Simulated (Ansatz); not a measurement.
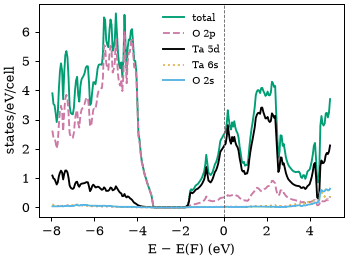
Figure: Total and projected density of states of TaO$_{2}$ (rutile, P4_2/mnm), PBEsol (plane waves, PAW; program Ansatz)

Which orbitals carry the states next to the Fermi level?

Within 0.5 eV of the Fermi level: Ta 5d 83 %, O 2p 14 %. Projections are on Löwdin-orthogonalised atomic valence shells; empty p or d shells of many metals are not among them.

Where is the tallest occupied peak in this window, and what makes it?

Near -5.0 eV, about 6.6 states/eV per cell; the largest projected share is O 2p.

The first step of the workflow began from a Materials Project structure, measured or hypothetical; the Crystallography Open Database copy checked does not list it. Its standing as an ambient phase is unchecked. The cell was relaxed with PBEsol under the symmetry of its start; of distortions, only those at the zone centre were tested. No spin polarisation was allowed. Spin–orbit coupling is left out wherever it is not named.

Potentials: the later of the program's two PAW sets.
